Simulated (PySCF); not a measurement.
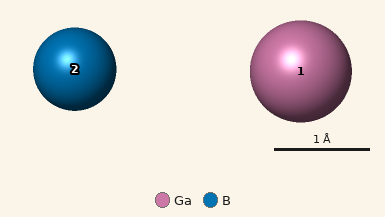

**Figure 1.** The structure (ball-and-stick view, seen at a tilt; atoms are numbered from 1 in the order of the input).

# Run report: GaB, single-point calculation

System: GaB, multiplicity 3.
Method: UKS-m062x/lanl2dz, polarizability (PySCF 2.14.0).

The input:
```python
from pyscf import gto, dft
from pyscf.prop.polarizability import uhf as pol

mol = gto.M(
    atom='Ga 0 0 0; B 0 0 2.525',
    basis='lanl2dz',
    ecp={'Ga': 'lanl2dz'},
    charge=0,
    spin=2,
    verbose=4,
)
mf = dft.UKS(mol, xc='m062x')
mf.kernel()
print('polarizability (a.u.)')
print(pol.Polarizability(mf).polarizability().round(4))
mf.dip_moment()
print('orbital energies (hartree):', [e[max(0, n-3):n+3].round(4) for e, n in zip(mf.mo_energy, mol.nelec)])
```

Run on 1 CPU thread, shared host.

Command:
```bash
OMP_NUM_THREADS=1 python input.py
```

The program's output:
```
PySCF version 2.14.0

[INPUT] verbose = 4
[INPUT] num. atoms = 2
[INPUT] num. electrons = 8
[INPUT] charge = 0
[INPUT] spin (= nelec alpha-beta = 2S) = 2
[INPUT] symmetry False subgroup None
[INPUT] Mole.unit = angstrom
[INPUT] Symbol           X                Y                Z      unit          X                Y                Z       unit  Magmom
[INPUT]  1 Ga     0.000000000000   0.000000000000   0.000000000000 AA    0.000000000000   0.000000000000   0.000000000000 Bohr   0.0
[INPUT]  2 B      0.000000000000   0.000000000000   2.525000000000 AA    0.000000000000   0.000000000000   4.771558464527 Bohr   0.0

nuclear repulsion = 3.14362699556436
number of shells = 9
number of NR pGTOs = 37
number of NR cGTOs = 17
basis = lanl2dz
ecp = {'Ga': 'lanl2dz'}

******** <class 'pyscf.dft.uks.UKS'> ********
method = UKS
initial guess = minao
damping factor = 0
level_shift factor = 0
DIIS = <class 'pyscf.scf.diis.CDIIS'>
diis_start_cycle = 1
diis_space = 8
diis_damp = 0
SCF conv_tol = 1e-09
SCF conv_tol_grad = None
SCF max_cycles = 50
direct_scf = True
direct_scf_tol = 1e-13
number electrons alpha = 5  beta = 3
XC library pyscf.dft.libxc version 7.0.0
    S. Lehtola, C. Steigemann, M. J.T. Oliveira, and M. A.L. Marques.,  SoftwareX 7, 1–5 (2018)
XC functionals = m062x
    Y. Zhao and D. G. Truhlar.,  Theor. Chem. Acc. 120, 215 (2008)
    Y. Zhao and D. G. Truhlar.,  Theor. Chem. Acc. 120, 215 (2008)
radial grids:
    Treutler-Ahlrichs [JCP 102, 346 (1995); DOI:10.1063/1.469408] (M4) radial grids

becke partition: Becke, JCP 88, 2547 (1988); DOI:10.1063/1.454033
pruning grids: <function nwchem_prune>
grids dens level: 3
symmetrized grids: False
atomic radii adjust function: <function treutler_atomic_radii_adjust>
small_rho_cutoff = 0
Set gradient conv threshold to 3.16228e-05
tot grids = 34952
init E= -16.8072055283155
  alpha nocc = 5  HOMO = -0.0573790832522482  LUMO = -0.0361878940938851
  beta  nocc = 3  HOMO = -0.191070866376153  LUMO = -0.0573790832522485

WARN: HOMO -0.0573790832522482 >= LUMO -0.0573790832522485

cycle= 1 E= -26.5587368059999  delta_E= -9.75  |g|= 0.249  |ddm|=  1.8
  alpha nocc = 5  HOMO = -0.184267341045325  LUMO = -0.0267805695667676
  beta  nocc = 3  HOMO = -0.255893372032766  LUMO = -0.0682311031312743
  HOMO = -0.184267341045  LUMO = -0.0682311031313  gap/eV = 3.15751
cycle= 2 E= -26.4274580742848  delta_E= 0.131  |g|= 0.383  |ddm|= 1.16
  alpha nocc = 5  HOMO = -0.200973807634277  LUMO = -0.0593734110284649
  beta  nocc = 3  HOMO = -0.344058206437216  LUMO = -0.0725541688265121
  HOMO = -0.200973807634  LUMO = -0.0725541688265  gap/eV = 3.49448
cycle= 3 E= -26.6796145932417  delta_E= -0.252  |g|= 0.0259  |ddm|= 0.71
  alpha nocc = 5  HOMO = -0.204088470976168  LUMO = -0.0504076883211887
  beta  nocc = 3  HOMO = -0.337498339411944  LUMO = -0.0589147759958807
  HOMO = -0.204088470976  LUMO = -0.0589147759959  gap/eV = 3.95038
cycle= 4 E= -26.6806912362782  delta_E= -0.00108  |g|= 0.0102  |ddm|= 0.0572
  alpha nocc = 5  HOMO = -0.206212345698851  LUMO = -0.0512437936775083
  beta  nocc = 3  HOMO = -0.338688236690622  LUMO = -0.0591994288799569
  HOMO = -0.206212345699  LUMO = -0.05919942888  gap/eV = 4.00043
cycle= 5 E= -26.680889105705  delta_E= -0.000198  |g|= 0.00612  |ddm|= 0.0236
  alpha nocc = 5  HOMO = -0.205456027697062  LUMO = -0.050919223291067
  beta  nocc = 3  HOMO = -0.337649004101371  LUMO = -0.0598534541119005
  HOMO = -0.205456027697  LUMO = -0.0598534541119  gap/eV = 3.96205
cycle= 6 E= -26.6810062762784  delta_E= -0.000117  |g|= 0.00321  |ddm|= 0.0197
  alpha nocc = 5  HOMO = -0.205884512290623  LUMO = -0.0528426709507364
  beta  nocc = 3  HOMO = -0.337363644951161  LUMO = -0.0636890520461795
  HOMO = -0.205884512291  LUMO = -0.0636890520462  gap/eV = 3.86934
cycle= 7 E= -26.6810741853212  delta_E= -6.79e-05  |g|= 0.00137  |ddm|= 0.0222
  alpha nocc = 5  HOMO = -0.205763486712539  LUMO = -0.0536867700419565
  beta  nocc = 3  HOMO = -0.336648193607946  LUMO = -0.06493023354465
  HOMO = -0.205763486713  LUMO = -0.0649302335446  gap/eV = 3.83227
cycle= 8 E= -26.6810912539734  delta_E= -1.71e-05  |g|= 0.000721  |ddm|= 0.0118
  alpha nocc = 5  HOMO = -0.205758174308591  LUMO = -0.0537841757171579
  beta  nocc = 3  HOMO = -0.336392910486918  LUMO = -0.0649118276904625
  HOMO = -0.205758174309  LUMO = -0.0649118276905  gap/eV = 3.83262
cycle= 9 E= -26.6810961209014  delta_E= -4.87e-06  |g|= 0.000373  |ddm|= 0.00542
  alpha nocc = 5  HOMO = -0.205760405407082  LUMO = -0.0540860597628368
  beta  nocc = 3  HOMO = -0.336254009072039  LUMO = -0.0653504490117001
  HOMO = -0.205760405407  LUMO = -0.0653504490117  gap/eV = 3.82075
cycle= 10 E= -26.6810977723002  delta_E= -1.65e-06  |g|= 0.000189  |ddm|= 0.00602
  alpha nocc = 5  HOMO = -0.2057598775922  LUMO = -0.0539094863940043
  beta  nocc = 3  HOMO = -0.33629097464225  LUMO = -0.0649868983952813
  HOMO = -0.205759877592  LUMO = -0.0649868983953  gap/eV = 3.83063
cycle= 11 E= -26.6810977966419  delta_E= -2.43e-08  |g|= 0.000149  |ddm|= 0.00196
  alpha nocc = 5  HOMO = -0.20575671226765  LUMO = -0.0540059481004305
  beta  nocc = 3  HOMO = -0.33629056471511  LUMO = -0.065180491868049
  HOMO = -0.205756712268  LUMO = -0.065180491868  gap/eV = 3.82527
cycle= 12 E= -26.6810978766299  delta_E= -8e-08  |g|= 1.92e-05  |ddm|= 0.00117
  alpha nocc = 5  HOMO = -0.205758188629253  LUMO = -0.0539967468284856
  beta  nocc = 3  HOMO = -0.336293507121123  LUMO = -0.0651601048708861
  HOMO = -0.205758188629  LUMO = -0.0651601048709  gap/eV = 3.82587
cycle= 13 E= -26.6810978777328  delta_E= -1.1e-09  |g|= 2.18e-06  |ddm|= 0.000109
  alpha nocc = 5  HOMO = -0.205758102653638  LUMO = -0.0539975774256467
  beta  nocc = 3  HOMO = -0.336293251731135  LUMO = -0.0651619988582652
  HOMO = -0.205758102654  LUMO = -0.0651619988583  gap/eV = 3.82581
cycle= 14 E= -26.6810978777561  delta_E= -2.33e-11  |g|= 6.31e-07  |ddm|= 1.55e-05
  alpha nocc = 5  HOMO = -0.205758041264411  LUMO = -0.0539976678686822
  beta  nocc = 3  HOMO = -0.336293375843731  LUMO = -0.0651623321616515
  HOMO = -0.205758041264  LUMO = -0.0651623321617  gap/eV = 3.82580
```

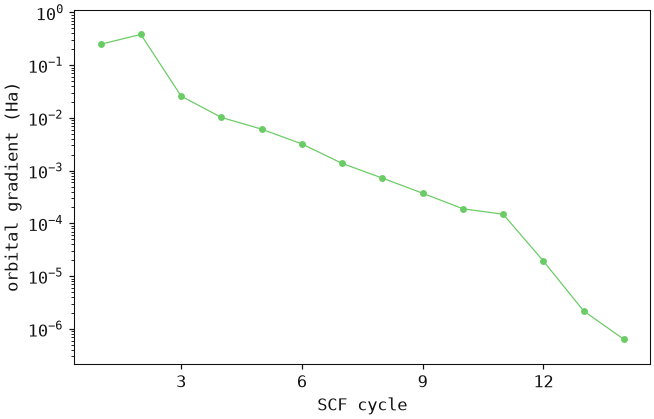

**Figure 2.** Convergence of the self-consistent field: orbital gradient against the SCF cycle. The residual falls almost steadily, with no more than small rises.

```
Extra cycle  E= -26.6810978777565  delta_E= -4.44e-13  |g|= 5.9e-07  |ddm|= 2.14e-06
converged SCF energy = -26.6810978777565  <S^2> = 2.0067653  2S+1 = 3.0045068
polarizability (a.u.)
Isotropic polarizability 52.0894922204
Polarizability anisotropy 96.0763503048
[[ 20.064    0.       0.    ]
 [  0.      20.064   -0.    ]
 [  0.      -0.     116.1404]]
Dipole moment(X, Y, Z, Debye): -0.00000,  0.00000, -2.79598
orbital energies (hartree): [array([-0.3599, -0.2058, -0.2058, -0.0999, -0.0369, -0.0369]), array([-7.1203, -0.4376, -0.3363, -0.0652, -0.054 , -0.054 ])]
```

Results in brief:

```csv
quantity,value
outcome,converged
SCF energy,−26.681098 hartree
⟨S²⟩,2.007
dipole moment,2.80 D
wall time,7.7 s
```
